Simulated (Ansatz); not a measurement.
One stationary structure of SiC. Level of theory: r2SCAN (plane waves to 500 eV, PAW, scalar-relativistic; Ansatz, a program for electronic structure).

F-43m (No. 216), cF8, zinc blende type; a = 4.356 Å, b = 4.356 Å, c = 4.356 Å, α = 90.00°, β = 90.00°, γ = 90.00°.

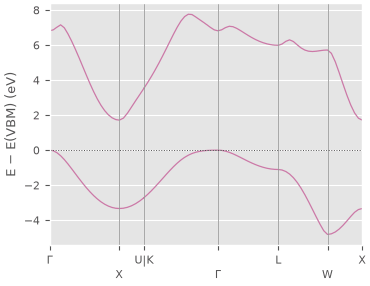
Highest filled and lowest empty band along the path of this cell's Brillouin zone

Read off the gap and say whether it is direct.

1.71 eV, indirect (valence top at Γ, conduction bottom at X) (no spin-orbit coupling).

How far does the top valence band disperse along this path?

About 4.8 eV.

No spin polarisation in the result.

Measured for SiC: a 4.346 Å (static lattice; corrected from measurement; as listed in Daniel Mejia-Rodriguez, S. B. Trickey, Phys. Rev. B (2018)); gap 2.53 eV (static lattice; corrected from measurement; as listed in Wei Chen et al., Physical Review Materials (2018)). Computed minus measured — a: r2SCAN +0.2 %; gap: r2SCAN -0.82 eV. The computed values are for a static lattice, and a measured gap can be an optical one, lowered by exciton binding.

The run could not lose the symmetry of its start.

All atoms sit on sites fixed by symmetry, so only the cell could relax.
